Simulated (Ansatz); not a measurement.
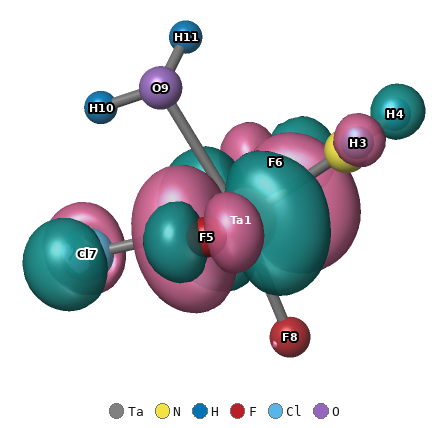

ClF3H4NOTa. One frontier orbital at ±0.1 Å⁻³ᐟ² (teal and pink are the two phases), seen at a tilt.

Core potentials replace the inner electrons of Ta.

Level of theory: RKS LDA/def2-SVP (Ansatz 0.2.0).

The calculation's input:

```
crystal:
  periodic: [false, false, false]
  atoms:
    - { symbol: Ta, position_ang: [0.03248, -0.075432, 0.062542] }
    - { symbol: "N", position_ang: [2.122161, -0.100736, 0.082111] }
    - { symbol: H, position_ang: [2.629019, -0.287954, 0.955557] }
    - { symbol: H, position_ang: [2.680779, -0.294604, -0.757535] }
    - { symbol: F, position_ang: [0.30015, -0.167224, 1.914446] }
    - { symbol: F, position_ang: [0.318889, -0.04887, -1.803232] }
    - { symbol: Cl, position_ang: [-1.447257, 1.656921, 0.203779] }
    - { symbol: F, position_ang: [-0.828247, -1.714802, -0.003205] }
    - { symbol: O, position_ang: [1.435183, 2.517938, -1.197774] }
    - { symbol: H, position_ang: [1.247286, 1.929788, -1.959047] }
    - { symbol: H, position_ang: [2.137056, 2.009077, -0.712141] }
basis:
  gaussian: { orbitals: def2-SVP }
hamiltonian:
  xc: lda
relax:
  f_tol: 0.03
  max_steps: 50
output:
  orbitals: {}
```

Command:

```sh
ansatz run input.yaml --threads 4 --pin off --max-ram 5120MiB --backend cpu --events-out ev --progress --plain --runs-dir out
```

The fields are those of the run's last geometry, not of the input's.

### Which orbital is it: HOMO or LUMO?

The LUMO, at −3.03 eV. It lies mainly on Ta1 (about 65 %), F5 (about 10 %), F6 (about 10 %) and Cl7 (about 10 %).
